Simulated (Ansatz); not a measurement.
```yaml
atoms:
  - { symbol: Si, position_ang: [-0.5809, 0.8424, -0.6903] }
  - { symbol: B, position_ang: [0.8456, -0.5718, -0.5822] }
  - { symbol: Sb, position_ang: [1.4398, -1.5762, 1.3052] }
  - { symbol: H, position_ang: [-1.5683, 0.6147, -1.8094] }
  - { symbol: H, position_ang: [0.1400, 2.1388, -0.9939] }
  - { symbol: H, position_ang: [-1.3540, 1.0453, 0.5875] }
  - { symbol: H, position_ang: [1.3597, -0.9937, -1.6028] }
  - { symbol: H, position_ang: [1.4078, -0.1732, 2.3113] }
  - { symbol: H, position_ang: [3.1432, -1.5224, 1.0284] }
```

Core potentials replace the inner electrons of Sb.

The calculation used RKS PBE/def2-SVP (Ansatz 0.2.0).

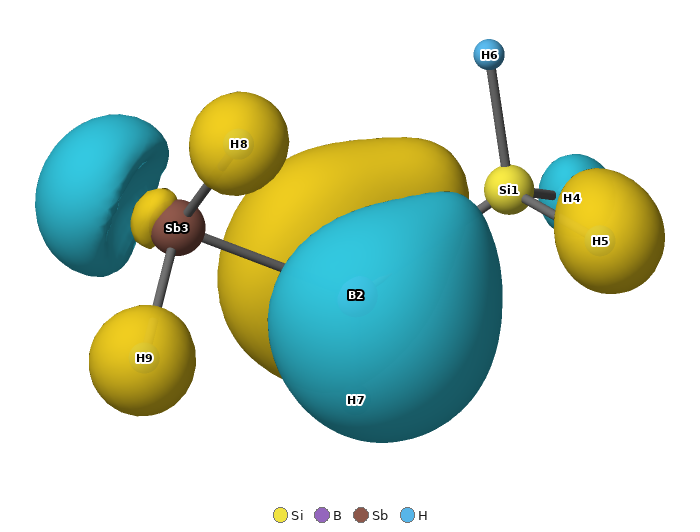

BH6SbSi. The LUMO at ±0.1 Å⁻³ᐟ² (yellow and cyan are the two phases), seen at a tilt.

Q: What is the character of this orbital?

A: By Hirshfeld shares it lies mainly on B2 (about 55 %) and Sb3 (about 15 %). Its energy is −3.46 eV.
